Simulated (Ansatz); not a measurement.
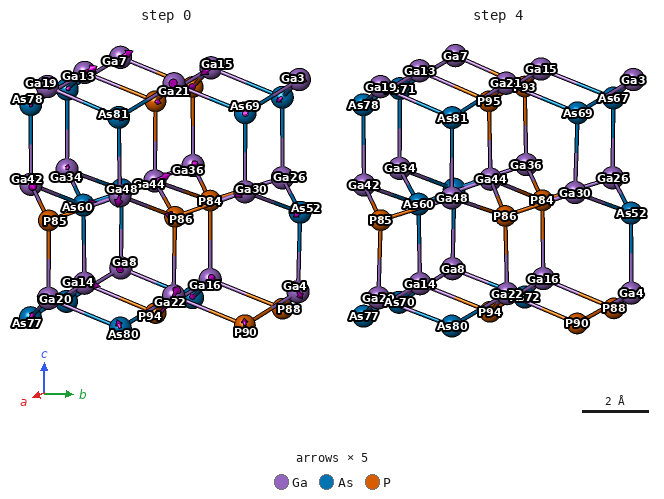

The structure of a crystal of Ga₄₈As₃₃P₁₅ (a generated structure, set up in P1) before (left) and after (right) a relaxation, at one scale. The purple arrows give the displacements (the part carried along by the change of the cell is left out), 5 times their true length.

The picture is a ball-and-stick view of the atoms within 5.8 Å of the atom that moves most (axes of the cell of the calculation), seen slightly off an axis.

Theory: DFT, PBEsol, PAW, plane waves (Ansatz). (plane-wave cutoff 420 eV; k-point mesh 1 × 1 × 1; mesh shifted by (0.25, 0.25, 0.25); no spin polarisation; cell relaxed at fixed alpha, beta, gamma; force threshold 0.03 eV/Å; at most 80 steps)

Question: Describe what moved and what it gained.

Answer: The energy falls by 1.558 eV per cell of the calculation in 4 geometry steps. The largest force component goes from 1.2 to 0.02 eV/Å. The pressure goes from 0.16 to 0.00 GPa. The atom that moves furthest relative to the cell is a Ga atom (0.12 Å along [0 2 1]). Largest moves by element: Ga 0.12 Å, As 0.09 Å, P 0.09 Å. The volume changes by −0.1 %, with a 11.822 → 11.794 Å (−0.2 %), b 13.651 → 13.659 Å (+0.1 %), c 12.983 → 12.994 Å (+0.1 %). Near-neighbour distances that change, for instance: Ga–P 2.475 → 2.367 Å, Ga–P 2.492 → 2.386 Å, As–Ga 2.344 → 2.436 Å, Ga–P 2.453 → 2.369 Å. Among the angles between lasting bonds that change: Ga–P–Ga 107.0° → 111.0°, As–Ga–P 111.3° → 107.7°, Ga–P–Ga 109.2° → 112.6°. The space group stays P1 (No. 1). The run took 17 s on 1 × NVIDIA GB300 Max-Q with 8 threads of Arm Neoverse-V2, peak memory 2.6 GiB.
